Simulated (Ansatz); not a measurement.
# Amorphous Cd12Hg24S36: a series in quench rate

Does a slower quench leave a cell of lower energy?

Computed with Ansatz 0.2.0: Kohn-Sham DFT, PBE, PAW (set soft_2). Every run is a single point, with the atoms held where the recipe put them (cutoff of the plane-wave runs 420 eV, gaussian smearing of 0.025 eV).

First member: 72 atoms (12 Cd, 24 Hg, 36 S) placed at random at 6.45 g/cm³, melted at 2500 K for 10 ps at fixed volume with the Stillinger-Weber II-VI potential (Zhou et al., Phys. Rev. B 88, 085309 (2013)). Quenched from 2500 K to 100 K at 10 K/ps and fixed volume, held 5 ps, then minimised at fixed cell.

Last member: 72 atoms (12 Cd, 24 Hg, 36 S) placed at random at 6.45 g/cm³, melted at 2500 K for 10 ps at fixed volume with the Stillinger-Weber II-VI potential (Zhou et al., Phys. Rev. B 88, 085309 (2013)). Quenched from 2500 K to 100 K at 1000 K/ps and fixed volume, held 5 ps, then minimised at fixed cell.

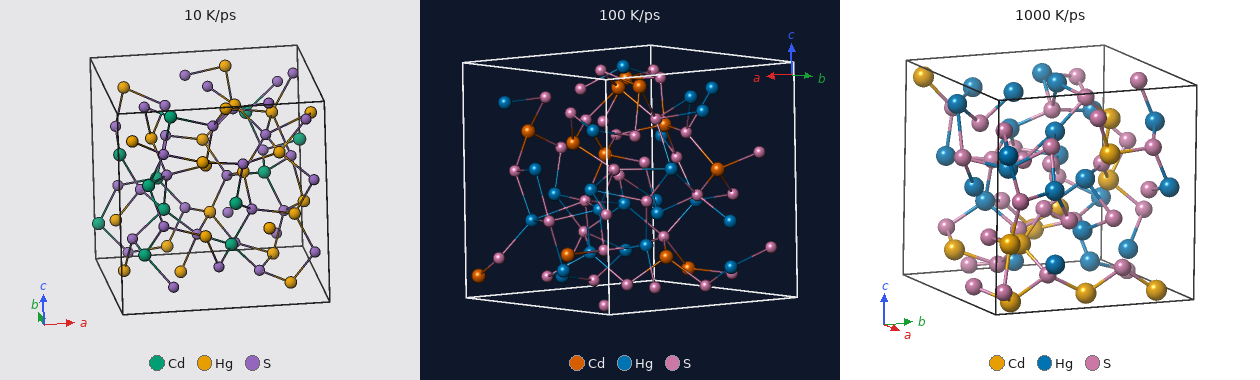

Three members of the series, labelled by quench rate. Bonds to atoms that aren't drawn are left out. Some periodic images of atoms are drawn too.

The members:

```csv
quench rate (K/ps),reduced formula,atoms,valence electrons,k-mesh,basis,density (g/cm³)
10,CdHg2S3,72,936,1×1×1,plane waves,6.45
30,CdHg2S3,72,936,1×1×1,plane waves,6.45
100,CdHg2S3,72,936,1×1×1,plane waves,6.45
300,CdHg2S3,72,936,1×1×1,plane waves,6.45
1000,CdHg2S3,72,936,1×1×1,plane waves,6.45
```

Each cell is one sample from a classical run, so sample-to-sample scatter enters every column.

The input of the first member, without its atom lines; other members have their own cell and atoms, and may differ in mesh, basis and outputs:

```yaml
crystal:
  lattice:
    - [12.3485, 0.0, 0.0]
    - [0.0, 12.3485, 0.0]
    - [0.0, 0.0, 12.3485]
  atoms:
    [... 72 lines ...]
kpoints:
  mp_grid: { grid: [1, 1, 1] }
hamiltonian:
  xc: pbe
scf:
  occupations: { method: gaussian, width: 0.025 }
output:
  forces: true
  stress: true
  populations: true
  dos:
    method: { smearing: { sigma: 0.15 } }
    de: 0.1
    projected: { site_lists: { Cd: [Cd], Hg: [Hg], S: [S] } }
  eigenvalues: true
  write_density: true
  write_potential: true
  volumetric_format: npy
```

**Question.** How do the results, the time and the memory go along the series?

Results:

```csv
quench rate (K/ps),energy less the first member's (meV/atom),pressure (GPa),r.m.s. force (eV/Å)
10,0.0,0.592,0.397
30,-36.1,0.740,0.340
100,42.8,-0.439,0.436
300,98.1,-0.559,0.377
1000,103.0,-1.69,0.400
```

Bonds in each cell, which the recipe sets and DFT didn't move; cutoffs follow each cell's own g(r) within set bounds (mean length in Å, and neighbours of the second kind about the first):

```csv
quench rate (K/ps),Hg-S length,Hg-S count,Cd-S length,Cd-S count
10,2.647,3.38,2.567,3.75
30,2.647,3.42,2.562,3.92
100,2.750,3.75,2.586,3.75
300,2.718,3.38,2.580,3.33
1000,2.720,3.21,2.625,3.42
```

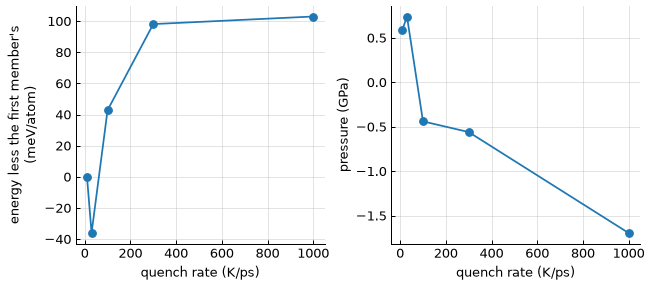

Results against quench rate.

Cost on 8 threads of Arm Neoverse V2, shared host:

```csv
quench rate (K/ps),atoms,basis,k-mesh,SCF cycles,time,host memory (GiB)
10,72,plane waves,1×1×1,19,34 s,3.0
30,72,plane waves,1×1×1,21,36 s,3.0
100,72,plane waves,1×1×1,21,36 s,3.0
300,72,plane waves,1×1×1,13,28 s,3.0
1000,72,plane waves,1×1×1,12,28 s,3.0
```

Times include the outputs that each run asked for, on hosts shared with other jobs.

The energy against the first member is lowest at 30 K/ps (-36.1 meV/atom) and highest at 1000 K/ps (103.0 meV/atom), rising overall but not at every step; each member is a single configuration. The slowest quench doesn't give the lowest energy; that at 30 K/ps does, by 36.1 meV/atom, which single samples of this size can't show to be real. The pressure is lowest at 1000 K/ps (-1.7 GPa) and highest at 30 K/ps (0.74 GPa), falling overall but not at every step. The two fastest quenches lie 119 meV/atom above the two slowest on average. All of the 5 members have partly filled levels at the Fermi energy, where the frontier levels stand at most 0.043 eV apart and the tails of the smearing reach across; spin polarisation, left out here, could split them.

**Limits.** Spin–orbit coupling is left out, which matters for the levels of the heavy elements. The starting topology of bonds comes from the classical model, and needn't be the one that DFT or experiment would give. The cells aren't relaxed by DFT, which could reorder their energies. Even the slowest of these quenches is many orders faster than a laboratory quench.

[Logs are printed without paths, hosts, clocks, repeated set-up lines and the standing remarks that a program may print on its own settings, such as how far it seeks lower states.]

[Hosts, paths, dates, database ids (printed as entryN), source tags and the programs' standing remarks are cut or masked in the printed files.]
